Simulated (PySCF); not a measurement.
Molecule: SMILES [GeH3][SiH2][GeH3], singlet. Atoms near the plane z = 1.5 Å, at the GFN2-xTB optimised geometry (x, y, z in Å): Ge1 (2.0, -0.8, 0.0), Si2 (-0.3, -0.8, 0.0), Ge3 (-1.2, 1.3, 0.0), H4 (2.7, -0.1, 1.1), H6 (2.7, -2.2, 0.1), H8 (-0.8, -1.6, 1.2), H10 (-2.7, 1.4, -0.1), H11 (-0.8, 2.1, 1.2).

Computed with PySCF with PBE0/def2-TZVP. The values are rescaled to run from 0 to 1.

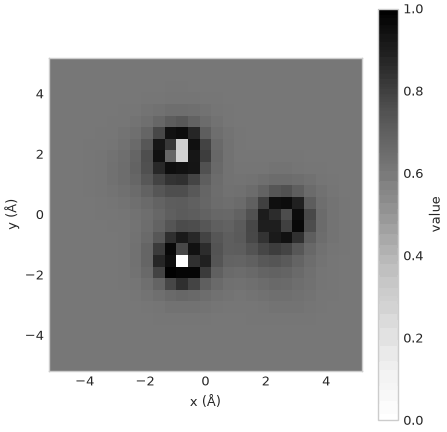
Figure. a field on the plane z = 1.5 Å.

### Question
Which quantity is mapped?
(A) electron localisation function
(B) Laplacian of the electron density
(C) deformation density (molecule minus spherical neutral atoms)
(D) an orbital amplitude

### Answer
B, Laplacian of the electron density. In full: Laplacian of the electron density (e/bohr⁵).
